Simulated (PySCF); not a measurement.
# triplet Cl3HSi at 3 levels

Wanted: a comparison of 3 runs (UM06-2X/def2-SVPD, UM06-L/def2-SVPD, UPBE/def2-SVPD) of triplet Cl3HSi. 

Program for the calculation: PySCF 2.14.0.

## Step 1: The molecule

The species is Cl3HSi (5 atoms), typed as a triplet with charge 0. SMILES of the parent species: `Cl[SiH](Cl)Cl`. The shape comes from GFN2-xTB, which is rough for such elements, and wasn't checked as a minimum. That shape belongs to the parent species and isn't relaxed for this state.

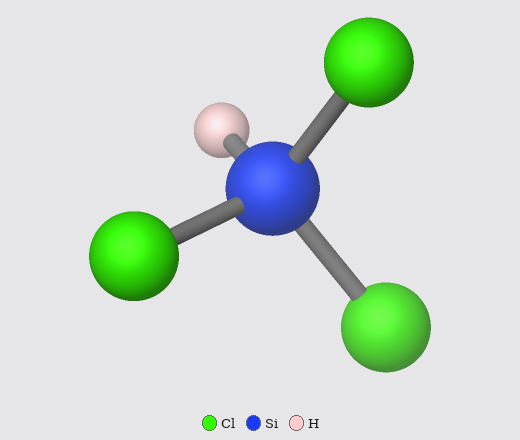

The structure, seen from a chosen angle (chlorine green, silicon blue, hydrogen pink).

## Step 2: A single-point energy at UM06-2X/def2-SVPD (run 1)

File calc.py:

```python
from pyscf import gto, dft

molecule = gto.M(
    atom=[
    ('Cl', (1.673560, -0.567090, 0.885730)),
    ('Si', (-0.079730, -0.011930, 0.073790)),
    ('Cl', (0.015610, 1.916920, -0.485430)),
    ('Cl', (-0.473560, -1.160600, -1.528280)),
    ('H', (-1.135880, -0.177300, 1.054190)),
],
    verbose=3,
    basis='def2-svpd',
    charge=0,
    max_memory=1860,
    spin=2,
)

mf = dft.UKS(molecule, xc='m06-2x')
mf.conv_tol = 1e-10
mf.grids.level = 5
mf.kernel()
if not mf.converged:
    mf = mf.newton().run(mf.mo_coeff, mf.mo_occ)

etot = mf.e_tot
print('Final energy', etot)
```

On the command line:

```console
OMP_NUM_THREADS=1 python calc.py
```

Standard output:

```text
WARN: HOMO -0.0137194564409198 >= LUMO -0.376958560807723

WARN: HOMO -0.128856497582966 >= LUMO -0.333988576858089

WARN: HOMO -0.100358711451892 >= LUMO -0.298998164699044

WARN: HOMO -0.0983994715830296 >= LUMO -0.284285481086982

WARN: HOMO -0.10081675612744 >= LUMO -0.283093731651647

WARN: HOMO -0.100748792125903 >= LUMO -0.282621943402715

WARN: HOMO -0.101091574961866 >= LUMO -0.282411461913586

WARN: HOMO -0.101179546585549 >= LUMO -0.282156223401904

WARN: HOMO -0.101382382832228 >= LUMO -0.282169050732493

WARN: HOMO -0.10154931608731 >= LUMO -0.282101420999584

WARN: HOMO -0.101610774013065 >= LUMO -0.282010746691082

WARN: HOMO -0.101665731286996 >= LUMO -0.281974732143389

WARN: HOMO -0.101655654155661 >= LUMO -0.281993942628429

WARN: HOMO -0.10167835406962 >= LUMO -0.282018252297892

WARN: HOMO -0.101920773865622 >= LUMO -0.281883486042362

WARN: HOMO -0.101826152327668 >= LUMO -0.281847846980356

WARN: HOMO -0.101844415417292 >= LUMO -0.281844741491144

WARN: HOMO -0.101837204860721 >= LUMO -0.281839708562162

WARN: HOMO -0.101838714871214 >= LUMO -0.28183627502977

WARN: HOMO -0.101842512270617 >= LUMO -0.281837814055777

WARN: HOMO -0.101843978132676 >= LUMO -0.281837440482005

WARN: HOMO -0.101843872605299 >= LUMO -0.281836952865932

WARN: HOMO -0.101843852693918 >= LUMO -0.281836953339806

WARN: HOMO -0.101843802747592 >= LUMO -0.281836949203194

converged SCF energy = -1669.97622179562  <S^2> = 2.0099915  2S+1 = 3.0066536
Final energy -1669.976221795625
```

Run time: 2.8 min. Hardware: 1 thread of Arm Neoverse V1, shared host; peak memory 0.66 GiB.

## Step 3: A single-point energy at UM06-L/def2-SVPD (run 2)

File job.py:

```python
from pyscf import gto, dft

mol = gto.Mole()
mol.atom = '''
Cl     3.162570    -1.071645     1.673787
Si    -0.150668    -0.022544     0.139443
Cl     0.029499     3.622454    -0.917330
Cl    -0.894899    -2.193216    -2.888031
H     -2.146502    -0.335048     1.992130
'''
mol.unit = 'bohr'
mol.max_memory = 1860
mol.verbose = 3
mol.charge = 0
mol.basis = 'def2-svpd'
mol.spin = 2
mol.build()

mf = dft.UKS(mol, xc='m06-l')
mf.conv_tol = 1e-10
mf.grids.level = 5
mf.kernel()
if not mf.converged:
    mf = mf.newton().run(mf.mo_coeff, mf.mo_occ)

e_final = mf.e_tot
print(f'total energy: {e_final:.8f} hartree')
```

On the command line:

```console
OMP_NUM_THREADS=1 python job.py
```

Standard output:

```text
WARN: HOMO -0.0369299978172348 >= LUMO -0.351353591590063

WARN: HOMO -0.0426612543639562 >= LUMO -0.275402028370943

WARN: HOMO -0.0327918204494249 >= LUMO -0.309013247195557

WARN: HOMO -0.031235645271197 >= LUMO -0.312776058367122

WARN: HOMO -0.0313572965085629 >= LUMO -0.310836245105052

WARN: HOMO -0.0313898905861243 >= LUMO -0.312171879489153

WARN: HOMO -0.0316117242840273 >= LUMO -0.313255836350587

WARN: HOMO -0.0318258924341421 >= LUMO -0.313312197639598

WARN: HOMO -0.0317467358118173 >= LUMO -0.313268346673288

WARN: HOMO -0.0314371430611438 >= LUMO -0.313094025467413

WARN: HOMO -0.0315197646019101 >= LUMO -0.313140704909752

WARN: HOMO -0.0315040205637356 >= LUMO -0.313123878755283

WARN: HOMO -0.0315028622333782 >= LUMO -0.313125621850623

WARN: HOMO -0.031501474007519 >= LUMO -0.313124608599055

WARN: HOMO -0.0315013843755088 >= LUMO -0.313124210853397

WARN: HOMO -0.0315018344136022 >= LUMO -0.313124822201736

SCF not converged.
SCF energy = -1670.06414454894 after 50 cycles  <S^2> = 2.0042174  2S+1 = 3.0028103

WARN: HOMO -0.0315013049430248 >= LUMO -0.313124223449875

WARN: HOMO -0.0315014507784982 > LUMO -0.3131243643261136 was found in the canonicalized orbitals.

converged SCF energy = -1670.06414455089  <S^2> = 2.0042174  2S+1 = 3.0028103
total energy: -1670.06414455 hartree
```

Run time: 2.8 min. Hardware: 1 thread of Arm Neoverse V1, shared host; peak memory 0.98 GiB.

## Step 4: The energy at UPBE/def2-SVPD (run 3)

File start.xyz:

```xyz
5
Cl3HSi
Cl     1.673560    -0.567090     0.885730
Si    -0.079730    -0.011930     0.073790
Cl     0.015610     1.916920    -0.485430
Cl    -0.473560    -1.160600    -1.528280
H     -1.135880    -0.177300     1.054190
```

File calc.py:

```python
from pyscf import gto, dft

mol = gto.M(
    atom='start.xyz',
    basis='def2-svpd',
    spin=2,
    verbose=3,
    max_memory=1860,
)

mf = dft.UKS(mol)
mf.xc = 'pbe'
mf.conv_tol = 1e-10
mf.grids.level = 5
mf.kernel()
if not mf.converged:
    mf = mf.newton().run(mf.mo_coeff, mf.mo_occ)

energy = mf.e_tot
print('Final energy', energy)
```

On the command line:

```console
OMP_NUM_THREADS=1 python calc.py
```

Standard output:

```text
WARN: HOMO -0.0492496898780606 >= LUMO -0.33558959774214

WARN: HOMO -0.0486140254702825 >= LUMO -0.299510804921036

WARN: HOMO -0.0517395739700661 >= LUMO -0.308558270935744

WARN: HOMO -0.0520984754335241 >= LUMO -0.30968837463097

WARN: HOMO -0.0547937873464299 >= LUMO -0.311661211646567

WARN: HOMO -0.0537750910361638 >= LUMO -0.310826508788556

WARN: HOMO -0.0526930933063965 >= LUMO -0.310399853327589

WARN: HOMO -0.0534368837571066 >= LUMO -0.311241373568829

WARN: HOMO -0.05340196382063 >= LUMO -0.311232476273931

WARN: HOMO -0.0533853881636501 >= LUMO -0.311239619072102

WARN: HOMO -0.053373622795065 >= LUMO -0.311283093644709

WARN: HOMO -0.0533703441641786 >= LUMO -0.311276415689968

WARN: HOMO -0.0533747769300752 >= LUMO -0.311279740576174

WARN: HOMO -0.0533783930280385 >= LUMO -0.311281919752662

WARN: HOMO -0.0533751811630552 >= LUMO -0.311281185855602

WARN: HOMO -0.0533740012035593 >= LUMO -0.311280360040347

WARN: HOMO -0.0533749410188178 >= LUMO -0.311280963177438

WARN: HOMO -0.0533749891319526 >= LUMO -0.311281075029498

WARN: HOMO -0.053374818353269 >= LUMO -0.311280859296326

converged SCF energy = -1669.3616128573  <S^2> = 2.0023595  2S+1 = 3.0015726
Final energy -1669.3616128572999
```

It took 61 s on 1 thread of Arm Neoverse V1, shared host; peak memory 0.64 GiB.

## Step 5: Overview of the runs

| run | level | energy (Eh) | dipole moment (D) | HOMO energy (eV) | ⟨S²⟩ | wall time |
| --- | --- | --- | --- | --- | --- | --- |
| 1 | UM06-2X/def2-SVPD | -1669.976222 | 0.62 | -2.77 | 2.010 | 2.8 min |
| 2 | UM06-L/def2-SVPD | -1670.064145 | 0.54 | -0.86 | 2.004 | 2.8 min |
| 3 | UPBE/def2-SVPD | -1669.361613 | 0.62 | -1.45 | 2.002 | 61 s |

## Step 6: Results

```
                                 quantity           value
                      run 3: total energy  -1669.36161 Eh
                     run 3: dipole moment          0.62 D
run 3: HOMO energy (highest over α and β)        -1.45 eV
                              run 3: ⟨S²⟩           2.002
```

The dipole moment runs from 0.54 D (UM06-L/def2-SVPD) to 0.62 D (UM06-2X/def2-SVPD). Totals of different functionals can't be ranked against each other. All runs together took 6.6 min, the longest 2.8 min.
